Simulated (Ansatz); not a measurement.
# MoS2 (1T monolayer type, one sheet): testing the settings of Wannier runs

Which of these Wannier inputs for MoS2 (1T monolayer type, one sheet) end well? Each is run as it stands.

Program: Ansatz 0.2.0. Level of theory: plane waves, PAW; the settings change from run to run, as each input shows. These are calculated values, not measurements.

3 further runs of the same task are left out: 3 that didn't finish.

## Step 1: Starting point

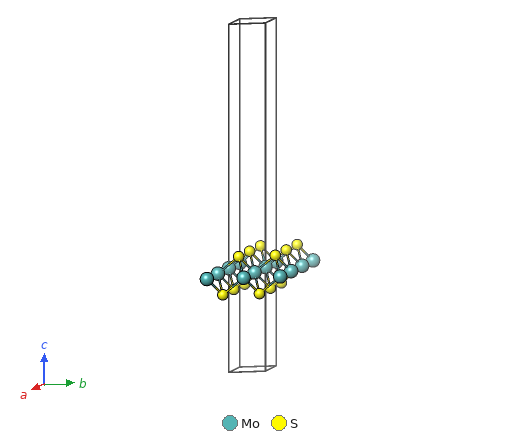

The starting structure, seen slightly off an axis (molybdenum teal, sulfur yellow). 3×2×1 cells are drawn. Atoms on the faces are drawn again on the opposite ones.

As a file:

```cif
data_structure
_symmetry_space_group_name_H-M 'P 1'
_symmetry_Int_Tables_number 1
_cell_length_a 3.2138
_cell_length_b 3.2138
_cell_length_c 30.1028
_cell_angle_alpha 90.000
_cell_angle_beta 90.000
_cell_angle_gamma 120.000
_cell_volume 269.26
loop_
_atom_site_label
_atom_site_type_symbol
_atom_site_fract_x
_atom_site_fract_y
_atom_site_fract_z
_atom_site_occupancy
Mo1 Mo 0.00000 0.00000 0.29898 1
S1 S 0.33333 0.66667 0.35066 1
S2 S 0.66667 0.33333 0.24729 1
```

The cell was relaxed beforehand with r2SCAN; those runs aren't shown. No spin polarisation is used; should the compound be magnetic, its bands and low-energy spectrum would differ. The cell holds one sheet and vacuum, and is periodic in the plane alone; ε, where given, is a mean over the whole height of the cell, so ε₂ and ε₁ − 1 scale inversely with that height and aren't the sheet's own values.

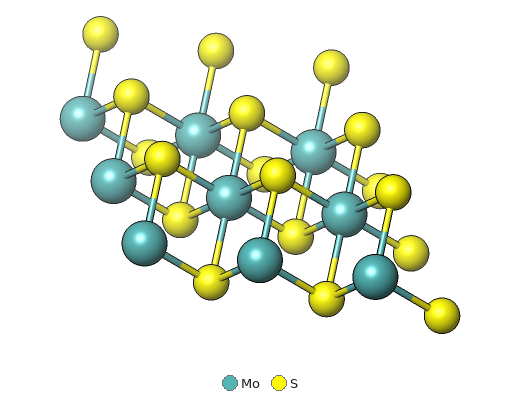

A patch of 3×3 cells of the sheet, seen at a slant, without the cell.

## Step 2: Try 1

input.yaml

```yaml
crystal:
  lattice:
    - [3.2137650255, 0.0, 0.0]
    - [-1.6068825128, 2.7832021538, 0.0]
    - [0.0, 0.0, 30.1028110312]
  atoms:
    - { symbol: Mo, position: [0.0, 0.0, 0.298975401] }
    - { symbol: S, position: [0.3333333333, 0.6666666667, 0.3506585533] }
    - { symbol: S, position: [0.6666666667, 0.3333333333, 0.2472922487] }
  periodic: [true, true, false]
kpoints:
  mp_grid: { grid: [9, 9, 1] }
  band_path:
    path:
      - [0, 0, 0]
      - [0.5, 0, 0]
      - [0.3333333333333, 0.3333333333333, 0]
      - [0, 0, 0]
    npoints: 10
hamiltonian:
  xc: pbe
scf:
  occupations: { method: fermi_dirac, width: 0.02 }
  n_extra_bands: 6
output:
  forces: false
  stress: false
  eigenvalues: true
  wannier:
    kmesh: [6, 6, 1]
    projections: [{ species: S, l: s, shell: 3 }, { species: S, l: p, shell: 3 }]
    minimise: true
    write_hr: true
    conv_tol: 1.0e-08
    max_iter: 3000
```

The run is started by

```sh
$ ansatz run input.yaml --threads 4 --pin off --max-ram 5529MiB --backend cpu --events-out ev --progress --plain --runs-dir out
```

What it wrote (excerpt; [...] marks lines left out):

```text
Warning: RAYON_NUM_THREADS=4 ignored (pool sized by the plan → 4); use --threads N
scf.n_extra_bands = 6 over 13 filled bands (N_el = 26.0): the run solves 19 bands
[...]
Pseudopotentials: kind: paw
Pseudopotential: Mo, paw, valence charge 14, recommended cutoff 420 eV (normal), Mo.paw.azcp
Pseudopotential: S, paw, valence charge 6, recommended cutoff 420 eV (normal), S.paw.azcp
Functional definition: PBE
[...]
Crystal: 3 atoms, lattice volume = 269.256 Å³
Basis set: ecut = 420 eV, 5345 PW (Γ)
Bands: 19, of which v1, the nominal top of the filled ones, is band 13 counted from 1 (12 counted from 0)
Symmetry: 12 space group operations
Space group: P-3m1 (ITA 164), of the structure as read, at distance tolerance 6.5e-5 Å
k-points: 12 of 81
[...]
SCF iter   1: F=—  HF=-6761.978471 eV  |F-HF|=—  |Δ(HF+E_count)|=         —  Δρ=2.91e-3  dr2=1.27e-2  ethr=1.77e-3  ⟨swp⟩=15.9  Hψ=2407  notcnv=0
[...]
SCF iter   7: F=-6761.977205 eV  HF=-6761.977205 eV  |F-HF|=3.65e-9  |Δ(HF+E_count)|=   1.34e-8  Δρ=5.46e-6  dr2=4.56e-8  ethr=3.85e-10  ⟨swp⟩=10.8  Hψ=1279  notcnv=0
[...]
NSCF: frozen V_eff on 31 k-points
NSCF: frozen V_eff on 10 k-points
WARN: eigensolver did not converge in 10 slots of this pass, the one above among them; of largest residual over every band (k=2): 2 band(s) unlocked (lowest unlocked band 17, counted from 0; max residual 8.66e-2 eV among the unlocked bands, 8.66e-2 eV over every band); of lowest unlocked [...]
the Wannier pass solved 10 of the 36 points of its mesh, and has the states at the others by symmetry: states obtained by the crystal's operations at points that were solved too leave a residual of 2.77e-13 eV (read by the count's bands and the next), within 6.67e-6 eV
NSCF: frozen V_eff on 10 k-points
the Wannier pass solved 10 of the 36 points of its mesh, and has the states at the others by symmetry: states obtained by the crystal's operations at points that were solved too leave a residual of 2.73e-13 eV (read by the count's bands and the next), within 6.67e-6 eV
SCF converged after 7 iterations
Free energy (F): -6761.977205 eV
[...]
E sigma→0 (E₀):  -6761.977190 eV
Entropy (-TS):   -0.000030 eV (-0.010 meV/atom)
Fermi energy:    -5.162172 eV
[...]
--- Band table (eV; the first three rows and the last of 12) ---
  k-point 0: bands = ["-66.9348", "-40.9582", "-40.9298", "-40.9298", "-19.9103", "-18.7172", "-11.4221", "-9.1198", "-9.1198", "-7.9770", "-6.0846", "-6.0846", "-5.8696", "-5.4551", "-5.4551", "-1.8891 (-1.8891°)", "-1.8891 (-1.8891°)", "-0.5219", "-0.4476"]
[...]
  ° read free of the cell's end (the report's vacuum.weakly_bound_levels)
Wannier search: line search 1 of at most 3000: gauge-dependent spread (as the search counts it) 3.7247784 Å², largest recent change 7.9e-1 Å² and fall left 1.1e-1 Å² against conv_tol 1.0e-8 Å², 0 stops escaped
```

Run time: 5.4 s. Hardware: 4 threads of Intel Xeon Platinum 8259CL at 2.50GHz (Skylake/Cascade Lake), shared host; peak memory 0.59 GiB.

The run ended, but the log doubts its result. The cause: the eigensolver left some bands unconverged. The analysis is set aside.

## Step 3: Try 2

Edit input.yaml of step 2 so:

```diff
@@ -29,3 +29,3 @@
   wannier:
-    kmesh: [6, 6, 1]
+    kmesh: [12, 12, 1]
     projections: [{ species: S, l: s, shell: 3 }, { species: S, l: p, shell: 3 }]
```

The run is started by

```sh
$ ansatz run input.yaml --threads 4 --pin off --max-ram 5529MiB --backend cpu --events-out ev --progress --plain --runs-dir out
```

What it wrote (excerpt; [...] marks lines left out):

```text
Warning: RAYON_NUM_THREADS=4 ignored (pool sized by the plan → 4); use --threads N
scf.n_extra_bands = 6 over 13 filled bands (N_el = 26.0): the run solves 19 bands
[...]
[... 4 set-up lines as earlier in the session ...]
[...]
Crystal: 3 atoms, lattice volume = 269.256 Å³
Basis set: ecut = 420 eV, 5345 PW (Γ)
Bands: 19, of which v1, the nominal top of the filled ones, is band 13 counted from 1 (12 counted from 0)
[... 2 set-up lines as earlier in the session ...]
k-points: 12 of 81
[...]
SCF iter   1: F=—  HF=-6761.978471 eV  |F-HF|=—  |Δ(HF+E_count)|=         —  Δρ=2.91e-3  dr2=1.27e-2  ethr=1.77e-3  ⟨swp⟩=15.9  Hψ=2407  notcnv=0
[...]
WARN: eigensolver did not converge in 22 slots of this pass, the one above among them; of largest residual over every band (k=14): 3 band(s) unlocked (lowest unlocked band 16, counted from 0; max residual 3.07e-1 eV among the unlocked bands, 3.07e-1 eV over every band); of lowest unlocked [...]
the Wannier pass solved 22 of the 144 points of its mesh, and has the states at the others by symmetry: states obtained by the crystal's operations at points that were solved too leave a residual of 2.07e-13 eV (read by the count's bands and the next), within 1.11e-5 eV
NSCF: frozen V_eff on 22 k-points
the Wannier pass solved 22 of the 144 points of its mesh, and has the states at the others by symmetry: states obtained by the crystal's operations at points that were solved too leave a residual of 2.63e-13 eV (read by the count's bands and the next), within 1.11e-5 eV
SCF converged after 7 iterations
Free energy (F): -6761.977205 eV
[...]
E sigma→0 (E₀):  -6761.977190 eV
Entropy (-TS):   -0.000030 eV (-0.010 meV/atom)
Fermi energy:    -5.162172 eV
[...]
--- Band table (eV; the first three rows and the last of 12) ---
[... band rows left out ...]
[...]
  ° read free of the cell's end (the report's vacuum.weakly_bound_levels)
Wannier search: line search 1 of at most 3000: gauge-dependent spread (as the search counts it) 3.8869071 Å², largest recent change 8.8e-1 Å² and fall left 4.8e-2 Å² against conv_tol 1.0e-8 Å², 0 stops escaped
```

It took 9.9 s on 4 threads of Intel Xeon Platinum 8259CL at 2.50GHz (Skylake/Cascade Lake), shared host; peak memory 0.67 GiB.

The run ended, but the log doubts its result. The cause: the eigensolver left some bands unconverged. The analysis is set aside.

## Step 4: Try 3

Edit input.yaml of step 3 so:

```diff
@@ -29,4 +29,4 @@
   wannier:
-    kmesh: [12, 12, 1]
-    projections: [{ species: S, l: s, shell: 3 }, { species: S, l: p, shell: 3 }]
+    kmesh: [6, 6, 1]
+    projections: [{ species: S, l: p, shell: 3 }]
     minimise: true
```

The run is started by

```sh
$ ansatz run input.yaml --threads 4 --pin off --max-ram 5529MiB --backend cpu --events-out ev --progress --plain --runs-dir out
```

What it wrote (excerpt; [...] marks lines left out):

```text
Warning: RAYON_NUM_THREADS=4 ignored (pool sized by the plan → 4); use --threads N
scf.n_extra_bands = 6 over 13 filled bands (N_el = 26.0): the run solves 19 bands
[...]
[... 4 set-up lines as earlier in the session ...]
[...]
Crystal: 3 atoms, lattice volume = 269.256 Å³
Basis set: ecut = 420 eV, 5345 PW (Γ)
Bands: 19, of which v1, the nominal top of the filled ones, is band 13 counted from 1 (12 counted from 0)
[... 2 set-up lines as earlier in the session ...]
k-points: 12 of 81
[...]
SCF iter   1: F=—  HF=-6761.978471 eV  |F-HF|=—  |Δ(HF+E_count)|=         —  Δρ=2.91e-3  dr2=1.27e-2  ethr=1.77e-3  ⟨swp⟩=15.9  Hψ=2407  notcnv=0
[...]
WARN: eigensolver did not converge in 10 slots of this pass, the one above among them; of largest residual over every band (k=2): 2 band(s) unlocked (lowest unlocked band 17, counted from 0; max residual 8.66e-2 eV among the unlocked bands, 8.66e-2 eV over every band); of lowest unlocked [...]
the Wannier pass solved 10 of the 36 points of its mesh, and has the states at the others by symmetry: states obtained by the crystal's operations at points that were solved too leave a residual of 2.77e-13 eV (read by the count's bands and the next), within 6.67e-6 eV
NSCF: frozen V_eff on 10 k-points
the Wannier pass solved 10 of the 36 points of its mesh, and has the states at the others by symmetry: states obtained by the crystal's operations at points that were solved too leave a residual of 2.09e-13 eV (read by the count's bands and the next), within 6.67e-6 eV
SCF converged after 7 iterations
Free energy (F): -6761.977205 eV
[...]
E sigma→0 (E₀):  -6761.977190 eV
Entropy (-TS):   -0.000030 eV (-0.010 meV/atom)
Fermi energy:    -5.162172 eV
[...]
--- Band table (eV; the first three rows and the last of 12) ---
[... band rows left out ...]
[...]
  ° read free of the cell's end (the report's vacuum.weakly_bound_levels)
Wannier search: line search 1 of at most 3000: gauge-dependent spread (as the search counts it) 0.6340270 Å², largest recent change 4.2e-2 Å² and fall left 3.4e-5 Å² against conv_tol 1.0e-8 Å², 0 stops escaped
```

It took 5.3 s on 4 threads of Intel Xeon Platinum 8259CL at 2.50GHz (Skylake/Cascade Lake), shared host; peak memory 0.59 GiB.

The run ended, but the log doubts its result. The cause: the eigensolver left some bands unconverged. The analysis is set aside.

## Step 5: Try 4

Edit input.yaml of step 4 so:

```diff
@@ -30,3 +30,3 @@
     kmesh: [6, 6, 1]
-    projections: [{ species: S, l: p, shell: 3 }]
+    projections: [{ species: Mo, l: d, shell: 4 }, { species: S, l: p, shell: 3 }]
     minimise: true
```

The run is started by

```sh
$ ansatz run input.yaml --threads 4 --pin off --max-ram 5529MiB --backend cpu --events-out ev --progress --plain --runs-dir out
```

What it wrote (excerpt; [...] marks lines left out):

```text
Warning: RAYON_NUM_THREADS=4 ignored (pool sized by the plan → 4); use --threads N
scf.n_extra_bands = 6 over 13 filled bands (N_el = 26.0): the run solves 19 bands
[...]
[... 4 set-up lines as earlier in the session ...]
[...]
Crystal: 3 atoms, lattice volume = 269.256 Å³
Basis set: ecut = 420 eV, 5345 PW (Γ)
Bands: 19, of which v1, the nominal top of the filled ones, is band 13 counted from 1 (12 counted from 0)
[... 2 set-up lines as earlier in the session ...]
k-points: 12 of 81
[...]
SCF iter   1: F=—  HF=-6761.978471 eV  |F-HF|=—  |Δ(HF+E_count)|=         —  Δρ=2.91e-3  dr2=1.27e-2  ethr=1.77e-3  ⟨swp⟩=15.9  Hψ=2407  notcnv=0
[...]
SCF iter   7: F=-6761.977205 eV  HF=-6761.977205 eV  |F-HF|=3.65e-9  |Δ(HF+E_count)|=   1.34e-8  Δρ=5.46e-6  dr2=4.56e-8  ethr=3.85e-10  ⟨swp⟩=10.8  Hψ=1279  notcnv=0
[...]
NSCF: frozen V_eff on 31 k-points
NSCF: frozen V_eff on 10 k-points
[...]
WARN: eigensolver did not converge in 10 slots of this pass, the one above among them; of largest residual over every band (k=2): 2 band(s) unlocked (lowest unlocked band 17, counted from 0; max residual 8.66e-2 eV among the unlocked bands, 8.66e-2 eV over every band); of lowest unlocked [...]
NSCF: frozen V_eff on 10 k-points
the Wannier pass solved 10 of the 36 points of its mesh, and has the states at the others by symmetry: states obtained by the crystal's operations at points that were solved too leave a residual of 2.53e-13 eV (read by the count's bands and the next), within 6.67e-6 eV
SCF converged after 7 iterations
Free energy (F): -6761.977205 eV
[...]
E sigma→0 (E₀):  -6761.977190 eV
Entropy (-TS):   -0.000030 eV (-0.010 meV/atom)
Fermi energy:    -5.162172 eV
[...]
--- Band table (eV; the first three rows and the last of 12) ---
[... band rows left out ...]
[...]
  ° read free of the cell's end (the report's vacuum.weakly_bound_levels)
Wannier search: line search 1 of at most 3000: gauge-dependent spread (as the search counts it) 1.0051385 Å², largest recent change 2.5e-1 Å² and fall left 2.0e-4 Å² against conv_tol 1.0e-8 Å², 0 stops escaped
Wannier search: line search 100 of at most 3000: gauge-dependent spread (as the search counts it) 0.9812246 Å², largest recent change 3.6e-8 Å² and fall left 3.4e-10 Å² against conv_tol 1.0e-8 Å², 3 stops escaped
WARN: <dir> 256 periodic images of 250 elements of H(R) lie 4.88e-4 to 1.95e-3 Å beyond their element's nearest image, near the 9.77e-4 Å window within which an element is shared among its images; whether they share it moves the interpolated H(k) by 3.5e-2 eV (Frobenius norm, root mean [...]
```

Wall time 6 s (4 threads of Intel Xeon Platinum 8259CL at 2.50GHz (Skylake/Cascade Lake), shared host); peak memory 0.58 GiB.

The run ended, but the log doubts its result. The cause: the eigensolver left some bands unconverged. The analysis is set aside.

## Step 6: Try 5

Edit input.yaml of step 5 so:

```diff
@@ -23,3 +23,3 @@
   occupations: { method: fermi_dirac, width: 0.02 }
-  n_extra_bands: 6
+  n_extra_bands: 11
 output:
@@ -35 +35,6 @@
     max_iter: 3000
+    disentanglement: { window: [-14.58, 4.42], frozen_window: [-10.58, -3.58] }
+  write_density: true
+  write_potential: true
+  elf: true
+  volumetric_format: npy
```

The run is started by

```sh
$ ansatz run input.yaml --threads 4 --pin off --max-ram 5529MiB --backend cpu --events-out ev --progress --plain --runs-dir out
```

What it wrote (excerpt; [...] marks lines left out):

```text
Warning: RAYON_NUM_THREADS=4 ignored (pool sized by the plan → 4); use --threads N
scf.n_extra_bands = 11 over 13 filled bands (N_el = 26.0): the run solves 24 bands
[...]
[... 4 set-up lines as earlier in the session ...]
[...]
Crystal: 3 atoms, lattice volume = 269.256 Å³
Basis set: ecut = 420 eV, 5345 PW (Γ)
Bands: 24, of which v1, the nominal top of the filled ones, is band 13 counted from 1 (12 counted from 0)
[... 2 set-up lines as earlier in the session ...]
k-points: 12 of 81
[...]
SCF iter   1: F=—  HF=-6761.978638 eV  |F-HF|=—  |Δ(HF+E_count)|=         —  Δρ=2.93e-3  dr2=1.28e-2  ethr=1.77e-3  ⟨swp⟩=14.4  Hψ=2822  notcnv=0  defer=9
[...]
SCF iter   7: F=-6761.977205 eV  HF=-6761.977205 eV  |F-HF|=7.58e-10  |Δ(HF+E_count)|=   4.76e-9  Δρ=4.87e-6  dr2=4.27e-8  ethr=3.85e-10  ⟨swp⟩=18.8  Hψ=2056  notcnv=0
[...]
NSCF: frozen V_eff on 31 k-points
NSCF: frozen V_eff on 10 k-points
[...]
WARN: eigensolver did not converge in 7 slots of this pass, the one above among them; of largest residual over every band (k=8): 3 band(s) unlocked (lowest unlocked band 21, counted from 0; max residual 3.20e-3 eV among the unlocked bands, 3.20e-3 eV over every band); of lowest unlocked [...]
NSCF: frozen V_eff on 10 k-points
the Wannier pass solved 10 of the 36 points of its mesh, and has the states at the others by symmetry: states obtained by the crystal's operations at points that were solved too leave a residual of 6.67e-13 eV (read by the count's bands and the next), within 6.67e-6 eV
WARN: The output density's exchange-correlation potential varies sharply where the density is thin. Do not read a vacuum level from v_tot or v_xc, or from such a field of the output density. On a cell that repeats whose density bears no net charge and no dipole along the vacuum's axis use [...]
SCF converged after 7 iterations
Free energy (F): -6761.977205 eV
[...]
E sigma→0 (E₀):  -6761.977190 eV
Entropy (-TS):   -0.000030 eV (-0.010 meV/atom)
Fermi energy:    -5.162125 eV
[...]
--- Band table (eV; the first three rows and the last of 12) ---
[...]
  ° read free of the cell's end (the report's vacuum.weakly_bound_levels)
Wannier search: line search 1 of at most 3000: gauge-dependent spread (as the search counts it) 0.7571010 Å², largest recent change 2.5e-1 Å² and fall left 1.4e-4 Å² against conv_tol 1.0e-8 Å², 0 stops escaped
WARN: <dir> 232 periodic images of 232 elements of H(R) lie 4.88e-4 to 1.95e-3 Å beyond their element's nearest image, near the 9.77e-4 Å window within which an element is shared among its images; whether they share it moves the interpolated H(k) by 1.2e-2 eV (Frobenius norm, root mean [...]
```

Wall time 8.8 s (4 threads of Intel Xeon Platinum 8259CL at 2.50GHz (Skylake/Cascade Lake), shared host); peak memory 0.62 GiB.

The run ended, but the log doubts its result. The cause: the eigensolver left some bands unconverged. The analysis is set aside.

## Step 7: Summary

```tsv
try	settings	ended	fault	time
1	PBE, 8 functions, 6×6×1	ended with warnings	the eigensolver left some bands unconverged	5.4 s
2	PBE, 8 functions, 12×12×1	ended with warnings	the eigensolver left some bands unconverged	9.9 s
3	PBE, 6 functions, 6×6×1	ended with warnings	the eigensolver left some bands unconverged	5.3 s
4	PBE, 11 functions, 6×6×1	ended with warnings	the eigensolver left some bands unconverged	6 s
5	PBE, 11 functions, 6×6×1, window -14.58 to 4.42 eV, frozen -10.58 to -3.58 eV	ended with warnings	the eigensolver left some bands unconverged	8.8 s
```

In words: 5 ended with warnings. No run passed without a fault or warning, so no result is quoted.
